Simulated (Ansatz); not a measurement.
Species, as SMILES: O (H2O).
Geometry (B3LYP-D3(BJ)/def2-TZVP, fixed):
```
O
H 1 0.9627
H 1 0.9627 2 105.24
```

Basis-set convergence of the dipole moment at MP2 with Ansatz (a quantum-chemistry and plane-wave program). Dipoles come from the density behind the forces; the sign is taken along the dipole that this method gives in the largest set. The reference of a correlated method is not its basis-set limit, which lies further on. Cartesian d functions, on some or all atoms, in 6-31+G*; all else is spherical. Cores are frozen. No added dispersion term, no relativity. Reference: the value in aug-pcseg-3, 1.850 D, itself unsure by roughly 0.001 D (its mean distance from aug-cc-pVQZ, def2-QZVPPD). Deviations are taken from unrounded values.

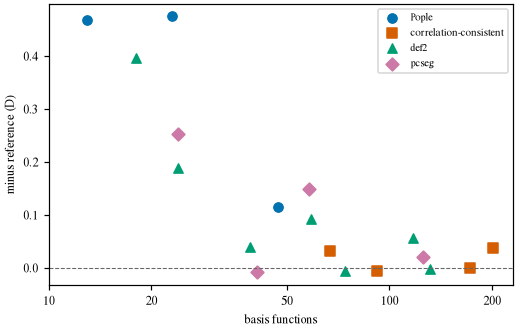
Figure. Deviation from the reference against the number of basis functions, by family of sets.

| basis | functions | dipole moment (D) | minus reference (D) |
|---|---|---|---|
| 3-21G | 13 | 2.318 | 0.468 |
| def2-SV(P) | 18 | 2.246 | 0.396 |
| 6-31+G* | 23 | 2.325 | 0.475 |
| def2-SVP | 24 | 2.039 | 0.189 |
| pcseg-1 | 24 | 2.103 | 0.253 |
| def2-SVPD | 39 | 1.888 | 0.038 |
| aug-pcseg-1 | 41 | 1.842 | -0.008 |
| 6-311++G(2d,2p) | 47 | 1.964 | 0.114 |
| pcseg-2 | 58 | 1.999 | 0.149 |
| def2-TZVPP | 59 | 1.942 | 0.092 |
| jun-cc-pV(T+d)Z | 67 | 1.881 | 0.031 |
| def2-TZVPPD | 74 | 1.843 | -0.007 |
| aug-cc-pVTZ | 92 | 1.843 | -0.007 |
| def2-QZVPP | 117 | 1.905 | 0.055 |
| pcseg-3 | 126 | 1.871 | 0.021 |
| def2-QZVPPD | 132 | 1.848 | -0.002 |
| aug-cc-pVQZ | 172 | 1.849 | 0.000 |
| cc-pV5Z | 201 | 1.887 | 0.037 |
